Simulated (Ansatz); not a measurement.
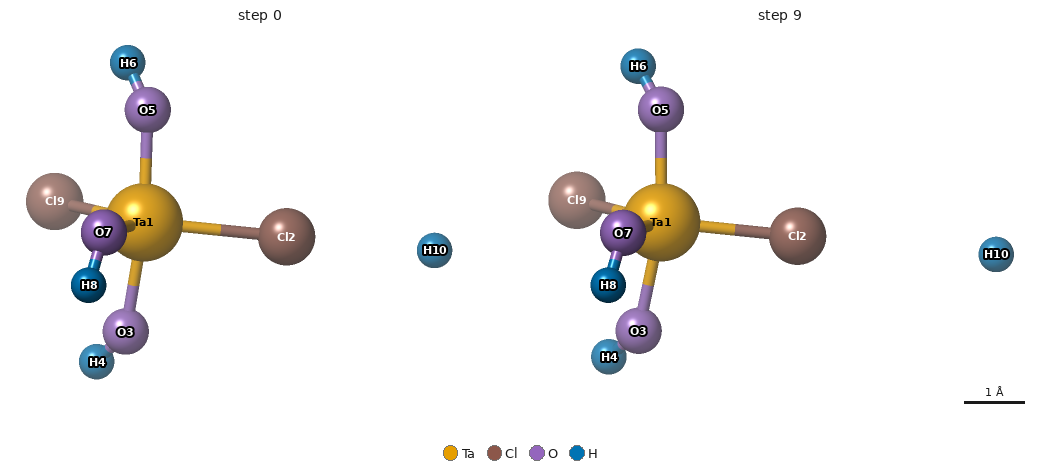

The structure of TaH₄O₃Cl₂ (multiplicity 2) before (left) and after (right) a relaxation, at one scale.

A ball-and-stick model, seen face on.

The run prepares an end point of a later path (reaction) calculation, from a guessed geometry.

Method: UKS PBE/def2-SVP in Ansatz 0.2.0. Settings: collinear spin; force threshold 0.03 eV/Å; at most 50 steps.

Summarise the run.

The energy falls by 9.89 kJ/mol in 9 geometry steps. The largest force component goes from 1.3 to 0.016 eV/Å. The atom that moves furthest after the best rigid fit is H10 (0.71 Å). Largest moves by element: H 0.71 Å, Cl 0.15 Å, O 0.12 Å, Ta 0.05 Å. Some distances before and after: Ta1–Cl2 2.431 → 2.324 Å, Ta1–Cl9 2.395 → 2.409 Å, Ta1–O3 1.918 → 1.922 Å. Bond angles that change, for instance: Ta1–O5–H6 142.9° → 138.0°, O7–Ta1–Cl9 119.8° → 123.7°, Ta1–O3–H4 137.2° → 134.0°. Cost: 33 s on 4 threads of Arm Neoverse V2, with other jobs on the host, peak memory 0.24 GiB.

Limits of the set-up: the start holds two separate molecules, 2.6 Å apart at their closest, whose relative position is a soft coordinate and is computed without a dispersion correction.
